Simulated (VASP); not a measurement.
# What spin-orbit coupling changes in Ta, part 2 of 3

Aim: run bands, DOS and a relaxation of Ta twice, without and with spin-orbit coupling. All runs use PBEsol. Left out of this account: 1 further run (fields: a reference on another mesh). The start is a cell from a database of measured crystal structures.

VASP 6.6.1, plane waves and PAW; the level of theory is named at each step.

Still holding for the runs below: This run has no spin polarisation. Its electron count is odd, so without a moment it is a metal by construction.

So far. Step 2 (Bands along the symmetry lines (PBEsol)): There is no gap at this level. Step 3 (Bands along the symmetry lines (PBEsol + SOC)): There is no gap at this level. Without the coupling there was no gap either. The run took 3.2 times the core time, with 22 spinor bands against 16.

### 4. Total and projected DOS (PBEsol)

This step: PBEsol; plane waves and PAW (Ta_pv) (VASP 6.6.1).

Here the states are counted by energy and projected on the atoms.

File INCAR:

```
SYSTEM = Ta
PREC = Accurate
ENCUT = 400
EDIFF = 1E-06
NELM = 100
ISMEAR = -5
SIGMA = 0.05
LREAL = .FALSE.
ALGO = Normal
GGA = PS
NBANDS = 16
LASPH = .TRUE.
LORBIT = 11
LWAVE = .FALSE.
LCHARG = .FALSE.
KPAR = 2
NEDOS = 2001
```

File POSCAR:

```
Ta
1.0
   -1.6512800000      1.6512800000      1.6512800000
    1.6512800000     -1.6512800000      1.6512800000
    1.6512800000      1.6512800000     -1.6512800000
Ta
1
Direct
    0.0000000000      0.0000000000      0.0000000000
```

File KPOINTS:

```
Automatic mesh
0
Gamma
14 14 14
0 0 0
```

PAW data sets: Ta_pv (PBE family, release 64).

Run with:

```sh
mpirun -np 2 vasp_std
```

What it wrote:

```text
[... set-up lines as in an earlier step ...]
 entering main loop
       N       E                     dE             d eps       ncg     rms          rms(c)
DAV:   1     0.557799720150E+02    0.55780E+02   -0.47206E+03  3392   0.540E+02
DAV:   2    -0.121329274101E+02   -0.67913E+02   -0.65753E+02  4104   0.186E+02
DAV:   3    -0.130604155382E+02   -0.92749E+00   -0.92599E+00  3640   0.206E+01
DAV:   4    -0.130618799609E+02   -0.14644E-02   -0.14645E-02  4208   0.863E-01
DAV:   5    -0.130618838544E+02   -0.38935E-05   -0.38933E-05  3688   0.395E-02    0.139E+01
DAV:   6    -0.126673814376E+02    0.39450E+00   -0.19146E-01  3768   0.443E+00    0.661E+00
DAV:   7    -0.125503102086E+02    0.11707E+00   -0.14695E-01  3992   0.371E+00    0.394E-01
DAV:   8    -0.125484784700E+02    0.18317E-02   -0.33029E-03  3416   0.505E-01    0.119E-01
DAV:   9    -0.125484936460E+02   -0.15176E-04   -0.27289E-05  4168   0.546E-02    0.226E-02
DAV:  10    -0.125484855758E+02    0.80702E-05   -0.11014E-06  3288   0.792E-03    0.216E-03
DAV:  11    -0.125484860079E+02   -0.43214E-06   -0.24776E-08  1968   0.131E-03
   1 F= -.12548486E+02 E0= -.12548486E+02  d E =0.000000E+00
 -----------------------------------------------------------------------------
|                                                                             |
|           W    W    AA    RRRRR   N    N  II  N    N   GGGG   !!!           |
|           W    W   A  A   R    R  NN   N  II  NN   N  G    G  !!!           |
|           W    W  A    A  R    R  N N  N  II  N N  N  G       !!!           |
|           W WW W  AAAAAA  RRRRR   N  N N  II  N  N N  G  GGG   !            |
|           WW  WW  A    A  R   R   N   NN  II  N   NN  G    G                |
|           W    W  A    A  R    R  N    N  II  N    N   GGGG   !!!           |
|                                                                             |
|     Tetrahedron method does not include variations of the Fermi             |
|     occupations, so forces and stress will be inaccurate. We suggest        |
|     using a different smearing scheme ISMEAR = 1 or 2 for metals in         |
|     relaxations.                                                            |
|                                                                             |
 -----------------------------------------------------------------------------
```

Elapsed: 9.6 s, on 2 MPI ranks of AMD EPYC 7R43, shared host; peak memory 0.22 GiB; 18 s of CPU time.

Parts of OUTCAR (step 4):

```text
The static configuration has the point symmetry O_h .

 Found    104 irreducible k-points:

   NELECT =      11.0000    total number of electrons

 E-fermi :   5.3076

 k-point     1 :       0.0000    0.0000    0.0000
  band No.  band energies     occupation
      1     -27.7084      2.00000
      2     -27.7084      2.00000
      3     -27.7084      2.00000
      4      -2.6081      2.00000
      5       6.0388      0.00000
      6       6.0388      0.00000
      7       6.0388      0.00000
      8       9.3099      0.00000
      9       9.3099      0.00000
    ...

 k-point     2 :       0.0714    0.0000    0.0000
  band No.  band energies     occupation
      1     -27.7720      2.00000
      2     -27.7279      2.00000
      3     -27.7087      2.00000
      4      -2.3799      2.00000
      5       5.8914     -0.00138
      6       5.9944      0.00000
      7       6.2627      0.00000
      8       9.0770      0.00000
      9       9.3109      0.00000
    ...

  Total       -0.4158842     -0.4158842     -0.4158842     -0.0000000      0.0000000     -0.0000000
  in kB      -36.9965163    -36.9965163    -36.9965163     -0.0000000      0.0000000     -0.0000000
  external PRESSURE =     -36.9965163 kB  Pullay stress =       0.0000000 kB

 POSITION                                       TOTAL-FORCE (eV/Angst)
 -----------------------------------------------------------------------------------
      0.00000      0.00000      0.00000         0.000000     -0.000000      0.000000
 -----------------------------------------------------------------------------------
    total drift:                                0.000000     -0.000000      0.000000

  FREE ENERGIE OF THE ION-ELECTRON SYSTEM (eV)
  ---------------------------------------------------
  free  energy   TOTEN  =       -12.5484860079 eV

  energy  without entropy=      -12.5484860079  energy(sigma->0) =      -12.54848601

 total charge
# of ion       s       p       d       tot
------------------------------------------
    1        0.370   6.170   2.395   8.934

[... 8 parts as in an earlier step ...]

[... 5 further parts left out ...]
```

With tetrahedra the forces and stress of a metal are not exact derivatives of the energy.

This step gave:

```yaml
scf_cycles: 11
bands: 16
free_energy_toten: -12.55 eV
fermi_energy: 5.308 eV
pressure: -3.700 GPa
dos_at_the_fermi_level: 1.445 states/eV/cell
```

The density of states has structure finer than the step of the table below, so its rows give means over 1 eV, whole bins alone (the curve runs from -12.0 to 7.93 eV). Peaks (eV: height): total -2.8: 1.24, -1.5: 2.79, -0.2: 2.12, 5.0: 3.38; Ta d -2.8: 0.575, -1.5: 1.71, -0.2: 1.16, 5.0: 2.84; Ta p -2.8: 0.0597, -1.5: 0.15, -0.2: 0.184, 5.0: 0.0618; Ta s -4.2: 0.138, -0.2: 0.0258, 5.1: 0.0628.

States under -12.0 eV and over 7.9 eV are left out. The density of states by energy, zero at the Fermi level; means over each step; values in states/eV/cell:

| energy (eV) | total | Ta d | Ta p | Ta s |
| --- | --- | --- | --- | --- |
| -9 | 0 | 0 | 0 | 0 |
| -8 | 0.00744 | 0 | 7.1e-5 | 0.00312 |
| -7 | 0.0616 | 4.4e-4 | 0.00187 | 0.0246 |
| -6 | 0.115 | 0.00378 | 0.00620 | 0.0417 |
| -5 | 0.213 | 0.0226 | 0.0139 | 0.0645 |
| -4 | 0.618 | 0.191 | 0.0282 | 0.117 |
| -3 | 0.965 | 0.432 | 0.0435 | 0.0845 |
| -2 | 0.519 | 0.284 | 0.0281 | 0.0108 |
| -1 | 1.62 | 0.975 | 0.0923 | 0.00922 |
| 0 | 1.43 | 0.802 | 0.121 | 0.0155 |
| 1 | 0.358 | 0.197 | 0.0363 | 0.00450 |
| 2 | 0.525 | 0.368 | 0.0168 | 0.00884 |
| 3 | 0.929 | 0.694 | 0.0221 | 0.0121 |
| 4 | 1.11 | 0.896 | 0.0168 | 0.0112 |
| 5 | 1.72 | 1.40 | 0.0417 | 0.0373 |
| 6 | 0.524 | 0.378 | 0.0359 | 0.0154 |
| 7 | 0.359 | 0.259 | 0.0278 | 0.0103 |

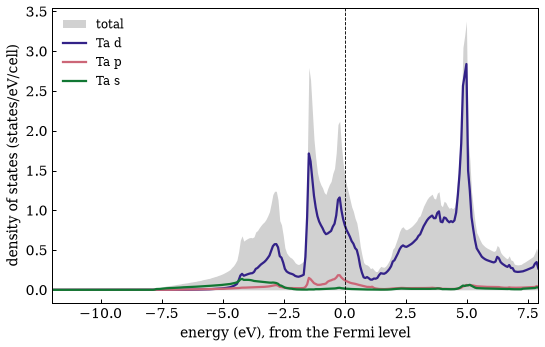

Density of states, plotted against energy.

Of the states within 0.3 eV of the Fermi level, the largest shares in the PAW spheres are Ta d 56 % and Ta p 8 %. The rest lies in smaller channels or between the spheres.

### 5. Total and projected DOS (PBEsol + SOC)

This step: PBEsol, spin-orbit coupling; plane waves and PAW (Ta_pv) (VASP 6.6.1).

Here the states are counted by energy and projected on the atoms.

INCAR, as its differences from that of step 4:

```diff
@@ -10,4 +10,9 @@
 GGA = PS
-NBANDS = 16
+LNONCOLLINEAR = .TRUE.
+MAGMOM = 0 0 0
+NBANDS = 22
+GGA_COMPAT = .FALSE.
 LASPH = .TRUE.
+LSORBIT = .TRUE.
+LMAXMIX = 4
 LORBIT = 11
```

POSCAR is that of step 4.

KPOINTS is that of step 4.

Run with:

```sh
mpirun -np 2 vasp_ncl
```

What it wrote:

```text
[... set-up lines as in an earlier step ...]
 entering main loop
       N       E                     dE             d eps       ncg     rms          rms(c)
DAV:   1     0.811644081489E+02    0.81164E+02   -0.51234E+03  4576   0.850E+02
DAV:   2    -0.114372809742E+02   -0.92602E+02   -0.89818E+02  5390   0.287E+02
DAV:   3    -0.137757316896E+02   -0.23385E+01   -0.23184E+01  5540   0.448E+01
DAV:   4    -0.137869672025E+02   -0.11236E-01   -0.11236E-01  5222   0.335E+00
DAV:   5    -0.137870503071E+02   -0.83105E-04   -0.83137E-04  5506   0.260E-01    0.138E+01
DAV:   6    -0.133830080206E+02    0.40404E+00   -0.33473E-01  5282   0.658E+00    0.666E+00
DAV:   7    -0.132651946015E+02    0.11781E+00   -0.27757E-01  5320   0.550E+00    0.117E+00
DAV:   8    -0.132649818002E+02    0.21280E-03   -0.86776E-03  5382   0.559E-01    0.300E-01
DAV:   9    -0.132639832677E+02    0.99853E-03   -0.16954E-03  5400   0.502E-01    0.612E-02
DAV:  10    -0.132639624090E+02    0.20859E-04   -0.80876E-05  5220   0.105E-01    0.206E-02
DAV:  11    -0.132639612644E+02    0.11446E-05   -0.48523E-06  5564   0.256E-02    0.629E-03
DAV:  12    -0.132639610477E+02    0.21672E-06   -0.51147E-08  3032   0.253E-03
   1 F= -.13263961E+02 E0= -.13263961E+02  d E =0.000000E+00  mag=     0.0000    -0.0000     0.0000
 [... a notice as in an earlier step ...]
```

Elapsed: 28 s, on 2 MPI ranks; peak memory 0.32 GiB.

Parts of OUTCAR (step 5):

```text
   NELECT =      11.0000    total number of electrons

 E-fermi :   5.2925

 k-point     1 :       0.0000    0.0000    0.0000
  band No.  band energies     occupation
    ...
      4     -25.1380      1.00000
      5     -25.1380      1.00000
      6     -25.1380      1.00000
      7      -2.6077      1.00000
      8      -2.6077      1.00000
      9       5.8713      0.00000
     10       5.8713      0.00000
     11       5.8713      0.00000
     12       5.8713      0.00000
     13       6.2882      0.00000
    ...

  Total       -0.4445639     -0.4445639     -0.4445639      0.0000000      0.0000000     -0.0000000
  in kB      -39.5478241    -39.5478241    -39.5478241      0.0000000      0.0000000     -0.0000000
  external PRESSURE =     -39.5478241 kB  Pullay stress =       0.0000000 kB

 POSITION                                       TOTAL-FORCE (eV/Angst)
 -----------------------------------------------------------------------------------
      0.00000      0.00000      0.00000         0.000000      0.000000      0.000000
 -----------------------------------------------------------------------------------
    total drift:                               -0.000000     -0.000000     -0.000000

  FREE ENERGIE OF THE ION-ELECTRON SYSTEM (eV)
  ---------------------------------------------------
  free  energy   TOTEN  =       -13.2639610477 eV

  energy  without entropy=      -13.2639610477  energy(sigma->0) =      -13.26396105

 Spin-Orbit-Coupling matrix elements
 Ion:    1  E_soc:     -1.4162789

 magnetization (y)
# of ion       s       p       d       tot
------------------------------------------
    1       -0.000  -0.000  -0.000  -0.000

 magnetization (z)
# of ion       s       p       d       tot
------------------------------------------
    1       -0.000  -0.000   0.000  -0.000

[... 9 parts as in an earlier step ...]

[... 9 further parts left out ...]
```

At this level the cell is under a tension of 4.0 GPa, so at these settings it is away from equilibrium.

This step gave:

- SCF cycles: 12
- bands: 22
- free energy (TOTEN): -13.26 eV
- Fermi energy: 5.293 eV
- pressure: -3.955 GPa
- DOS at the Fermi level: 1.495 states/eV/cell

On-site spin-orbit energy by atom:

| atom | on-site spin-orbit energy (eV) |
| --- | --- |
| Ta1 | -1.42 |

The density of states has structure finer than the step of the table below, so its rows give means over 1 eV, whole bins alone (the curve runs from -12.0 to 1.85 eV). Peaks (eV: height): total -2.8: 1.26, -1.4: 2.84, -0.2: 2.18; Ta d -2.8: 0.582, -1.4: 1.72, -0.2: 1.21; Ta p -2.8: 0.0618, -1.4: 0.157, -0.2: 0.188; Ta s -4.2: 0.140, -0.2: 0.0264.

States under -12.0 eV and over 1.8 eV are left out. Table of density of states by energy, zero at the Fermi level; means over each step; values in states/eV/cell:

| energy (eV) | total | Ta d | Ta p | Ta s |
| --- | --- | --- | --- | --- |
| -9 | 0 | 0 | 0 | 0 |
| -8 | 0.00688 | 0 | 6.6e-5 | 0.00290 |
| -7 | 0.0599 | 4.3e-4 | 0.00184 | 0.0240 |
| -6 | 0.113 | 0.00360 | 0.00609 | 0.0410 |
| -5 | 0.208 | 0.0216 | 0.0138 | 0.0636 |
| -4 | 0.617 | 0.190 | 0.0286 | 0.117 |
| -3 | 0.975 | 0.434 | 0.0455 | 0.0859 |
| -2 | 0.527 | 0.289 | 0.0288 | 0.0107 |
| -1 | 1.59 | 0.964 | 0.0874 | 0.00941 |
| 0 | 1.47 | 0.837 | 0.123 | 0.0161 |
| 1 | 0.348 | 0.183 | 0.0388 | 0.00516 |

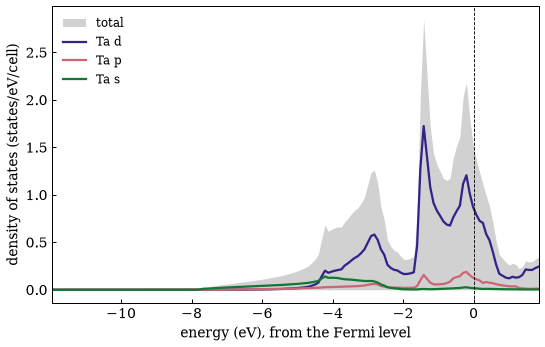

Density of states, plotted against energy.

The DOS at the Fermi level goes from 1.45 to 1.49 states/eV/cell, a number that is sensitive to the mesh. The run took 2.9 times the core time, with 22 spinor bands against 16. Of the states within 0.3 eV of the Fermi level, the largest shares in the PAW spheres are Ta d 57 % and Ta p 8 %. The rest lies in smaller channels or between the spheres.

### 6. Relaxing cell and atoms (PBEsol)

This step: PBEsol; plane waves and PAW (Ta_pv) (VASP 6.6.1).

Last, the cell itself: ISIF = 3 frees volume, shape and positions, first without the coupling.

File INCAR:

```
SYSTEM = Ta
PREC = Accurate
ENCUT = 400
EDIFF = 1E-06
NELM = 100
ISMEAR = -1
SIGMA = 0.05
LREAL = .FALSE.
ALGO = Normal
GGA = PS
NBANDS = 11
LASPH = .TRUE.
LORBIT = 11
LWAVE = .FALSE.
LCHARG = .FALSE.
KPAR = 2
IBRION = 2
NSW = 60
ISIF = 3
EDIFFG = -0.01
```

POSCAR is that of step 5.

KPOINTS is that of step 5.

Run with:

```sh
mpirun -np 2 vasp_std
```

What it wrote:

```text
[... set-up lines as in an earlier step ...]
 entering main loop
       N       E                     dE             d eps       ncg     rms          rms(c)
DAV:   1     0.439611822025E+02    0.43961E+02   -0.54889E+03  2288   0.786E+02
DAV:   2    -0.123666626909E+02   -0.56328E+02   -0.55050E+02  2541   0.213E+02
DAV:   3    -0.130656411125E+02   -0.69898E+00   -0.69505E+00  2798   0.238E+01
DAV:   4    -0.130678895854E+02   -0.22485E-02   -0.22482E-02  2507   0.140E+00
DAV:   5    -0.130678989468E+02   -0.93614E-05   -0.93612E-05  2713   0.847E-02    0.139E+01
DAV:   6    -0.126770710063E+02    0.39083E+00   -0.34223E-01  2597   0.641E+00    0.671E+00
DAV:   7    -0.125594080957E+02    0.11766E+00   -0.28558E-01  2594   0.543E+00    0.367E-01
DAV:   8    -0.125578394127E+02    0.15687E-02   -0.66836E-03  2870   0.650E-01    0.438E-02
DAV:   9    -0.125578520150E+02   -0.12602E-04   -0.31635E-05  2631   0.493E-02    0.218E-02
DAV:  10    -0.125578492518E+02    0.27632E-05   -0.29138E-06  2605   0.207E-02    0.369E-03
DAV:  11    -0.125578493586E+02   -0.10676E-06   -0.21477E-07  1468   0.524E-03
   1 F= -.12557849E+02 E0= -.12553715E+02  d E =-.125578E+02
 curvature:   0.00 expect dE= 0.000E+00 dE for cont linesearch  0.000E+00
 trial: gam= 0.00000 g(F)=  0.202E-62 g(S)=  0.251E-01 ort = 0.000E+00 (trialstep = 0.100E+01)
 search vector abs. value=  0.251E-01
 bond charge predicted
       N       E                     dE             d eps       ncg     rms          rms(c)
DAV:   1    -0.127689595149E+02   -0.21111E+00   -0.67876E+00  2417   0.324E+01    0.454E+00
DAV:   2    -0.125828167647E+02    0.18614E+00   -0.21041E-01  2390   0.531E+00    0.153E+00
DAV:   3    -0.125380826742E+02    0.44734E-01   -0.11710E-01  2555   0.387E+00    0.615E-01
DAV:   4    -0.125388052756E+02   -0.72260E-03   -0.21217E-03  2814   0.406E-01    0.538E-02
DAV:   5    -0.125388111393E+02   -0.58637E-05   -0.11364E-04  2591   0.117E-01    0.280E-02
DAV:   6    -0.125388134713E+02   -0.23320E-05   -0.17823E-06  2399   0.149E-02    0.100E-03
DAV:   7    -0.125388132744E+02    0.19690E-06   -0.33622E-08  1357   0.194E-03
   2 F= -.12538813E+02 E0= -.12534261E+02  d E =0.190361E-01
 trial-energy change:    0.019036  1 .order    0.019547   -0.025066    0.064159
 step:   0.2880(harm=  0.2809)  dis= 0.00000  next Energy=   -12.561471 (dE=-0.362E-02)
 bond charge predicted
       N       E                     dE             d eps       ncg     rms          rms(c)
DAV:   1    -0.126785538943E+02   -0.13974E+00   -0.36520E+00  2396   0.244E+01    0.317E+00
DAV:   2    -0.125826354940E+02    0.95918E-01   -0.11930E-01  2414   0.379E+00    0.107E+00
DAV:   3    -0.125612435082E+02    0.21392E-01   -0.57938E-02  2516   0.262E+00    0.379E-01
DAV:   4    -0.125615410778E+02   -0.29757E-03   -0.73500E-04  2789   0.286E-01    0.422E-02
DAV:   5    -0.125615486165E+02   -0.75387E-05   -0.20915E-05  2617   0.453E-02    0.194E-02
DAV:   6    -0.125615475384E+02    0.10781E-05   -0.41625E-07  1667   0.745E-03    0.920E-04
DAV:   7    -0.125615476399E+02   -0.10142E-06   -0.29861E-08  1273   0.198E-03
   3 F= -.12561548E+02 E0= -.12557335E+02  d E =-.369828E-02
 curvature:  -0.14 expect dE=-0.910E-06 dE for cont linesearch -0.910E-06
 trial: gam=-0.01582 g(F)=  0.806E-64 g(S)=  0.648E-05 ort = 0.403E-03 (trialstep = 0.858E+00)
 search vector abs. value=  0.177E-08
 reached required accuracy - stopping structural energy minimisation
```

Run time: 14 s. Hardware: 2 MPI ranks; peak memory 0.22 GiB; 26 s of CPU time.

From OUTCAR (step 6):

```text
   k-points           NKPTS =    104   k-points in BZ     NKDIM =    104   number of bands    NBANDS=     11

   NELECT =      11.0000    total number of electrons

 E-fermi :   5.4435

 k-point     1 :       0.0000    0.0000    0.0000
  band No.  band energies     occupation
      1     -27.4979      2.00000
      2     -27.4979      2.00000
      3     -27.4979      2.00000
      4      -2.5340      2.00000
      5       6.1791      0.00000
      6       6.1791      0.00000
      7       6.1791      0.00000
      8       9.5129      0.00000
      9       9.5129      0.00000
    ...

  Total       -0.0066892     -0.0066892     -0.0066892      0.0000000     -0.0000000     -0.0000000
  in kB       -0.6055059     -0.6055059     -0.6055059      0.0000000     -0.0000000     -0.0000000
  external PRESSURE =      -0.6055059 kB  Pullay stress =       0.0000000 kB

 POSITION                                       TOTAL-FORCE (eV/Angst)
 -----------------------------------------------------------------------------------
      0.00000     -0.00000      0.00000        -0.000000     -0.000000     -0.000000
 -----------------------------------------------------------------------------------
    total drift:                               -0.000000     -0.000000      0.000000

  FREE ENERGIE OF THE ION-ELECTRON SYSTEM (eV)
  ---------------------------------------------------
  free  energy   TOTEN  =       -12.5615476399 eV

  energy  without entropy=      -12.5531232893  energy(sigma->0) =      -12.55733546

 reached required accuracy - stopping structural energy minimisation

[... 6 parts as in an earlier step ...]

[... 10 further parts left out ...]
```

The run keeps the 48 symmetry operations of its start, so it cannot find a distortion of lower symmetry.

The steps of the relaxation:

| step | energy less that of the first step (eV) | largest force (eV/Å) | pressure (GPa) | volume (Å³) |
| --- | --- | --- | --- | --- |
| 1 | 0.0000 | 0.0000 | -3.70 | 18.01 |
| 2 | 0.0190 | 0.0000 | 10.07 | 16.95 |
| 3 | -0.0037 | 0.0000 | -0.06 | 17.70 |

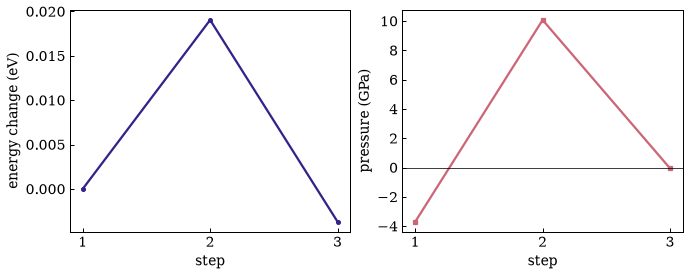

Energy and pressure along the relaxation.

| conventional cell, symmetrised | before | after | change |
| --- | --- | --- | --- |
| a (Å) | 3.303 | 3.283 | -0.6 % |
| b (Å) | 3.303 | 3.283 | -0.6 % |
| c (Å) | 3.303 | 3.283 | -0.6 % |
| volume (Å³/atom) | 18.01 | 17.70 | -1.7 % |

Final coordinates:

```xyz
1
Lattice="-1.6417 1.6417 1.6417 1.6417 -1.6417 1.6417 1.6417 1.6417 -1.6417" Properties=species:S:1:pos:R:3 pbc="T T T"
Ta    0.0000    0.0000    0.0000
```

Numbers from this step:

```
bands                           : 11
free energy (TOTEN)             : -12.56 eV
energy at zero smearing         : -12.56 eV
Fermi energy                    : 5.444 eV
pressure                        : -0.06055 GPa
SCF cycles over all ionic steps : 25
```

It ends with forces that vanish by symmetry and a pressure of -0.06 GPa.

(Part 2 of 3 ends here.)

[Lines on the potential files, build, host, timing and source positions are cut from VASP's logs without a mark.]

[Logs are printed without paths, hosts, clocks, repeated set-up lines and the standing remarks that a program may print on its own settings, such as how far it seeks lower states.]

[Hosts, paths, dates, database ids (printed as entryN), source tags and the programs' standing remarks are cut or masked in the printed files.]

[A measured line is paired with the nearest computed mode of its activity, which favours agreement.]
